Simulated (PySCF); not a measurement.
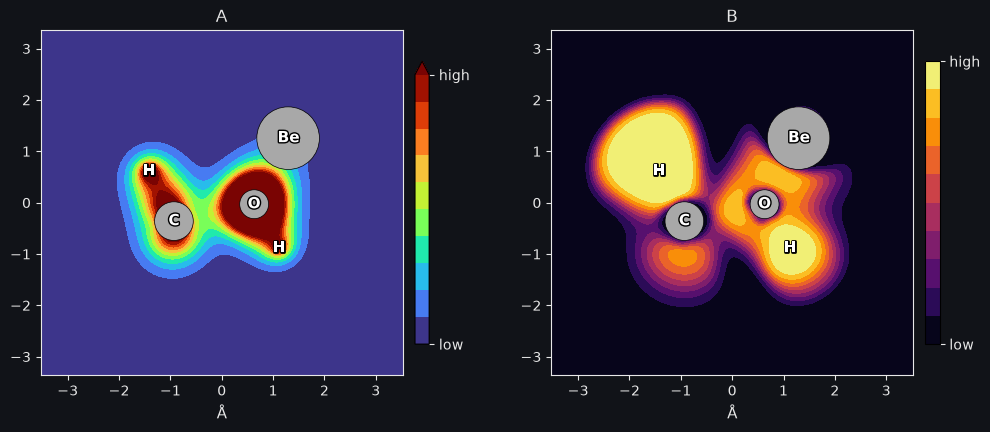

CH$_{4}$BeO (charge +2): 2 fields on the plane of atoms C2, O3 and H7, with unlabelled colour scales. Grey discs cover the atomic cores.

Geometry: PBE0-D3(BJ)/def2-TZVPD.

Computed with wB97M-D3(BJ)/def2-TZVPD, SCF density, gas phase (PySCF 2.14.0).

> The panels show electron density and electron localisation function in some order. Assign them.

Panel A: electron density. Panel B: electron localisation function. From the grid: Be–O (1.45 Å): ρ is about 1.5 e/Å³ halfway; the ELF peaks at about 0.90 in the valence shell of O, 0.6 Å from its nucleus, and is about 0.85 at the midpoint. C–O (1.60 Å): ρ is about 1.2 e/Å³ halfway, with its minimum of 0.95 e/Å³ about 0.6 Å from C; the ELF peaks at about 0.90 between the atoms; a polar covalent bond.
